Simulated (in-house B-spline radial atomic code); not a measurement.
The Kr⁴⁺ ion in the configuration [Ar] 3d10 4s2 4p2 (high spin). All runs are scalar-relativistic, spin-polarised and spherical, computed with an in-house B-spline radial code (spin-free X2C). Hartree-Fock is the average over the configuration. Wanted, and plotted below: the eigenvalue (eV) of the 4s down orbital by 5 methods.

The deepest is Hartree-Fock (−75.55) and the shallowest exchange-only LDA (−69.73), a spread of 5.83 eV. In order (eV): Hartree-Fock (−75.55), PW91 (−71.40), AM05 (−71.18), revTPSS (−71.07), exchange-only LDA (−69.73). On the whole, exact exchange removes self-interaction and deepens occupied levels.

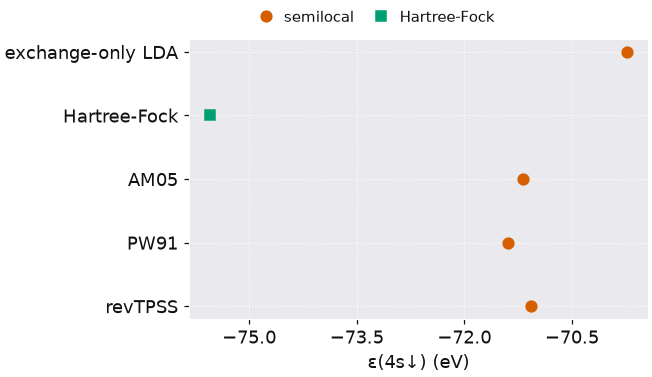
